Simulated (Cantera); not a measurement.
Charge: 1 mol TiCl4, a varied amount of CH4, equilibrated at 1300 K and 0.133 bar.

Equilibrium computed with Cantera from the NASA thermochemical tables; the gas is ideal and each condensed phase is pure. Candidate condensed phases: C, C6H6, C7H8, C8H18, Ti, TiC, TiCl2, TiCl3, TiCl4; 96 gas species. The tables' values for TiCl2 are old estimates; treat these amounts as uncertain. TiC: taken at fixed stoichiometry. Kinetics and transport are ignored.

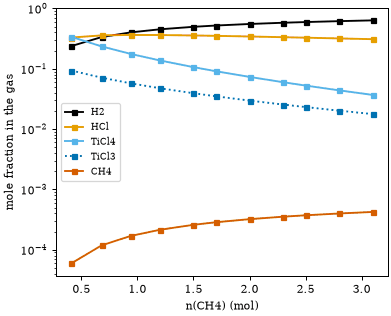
Equilibrium gas composition (values under 1e-9 drawn at 1e-9)

From 0.41 mol CH4 to 3.1 mol CH4 the condensed part is C(graphite) + TiC(s). The main Ti-bearing gas is TiCl4 throughout. The share of Ti in condensed phases is highest at 3.1 mol CH4 (57.2 %) and lowest at 0.41 mol CH4 (12.0 %).
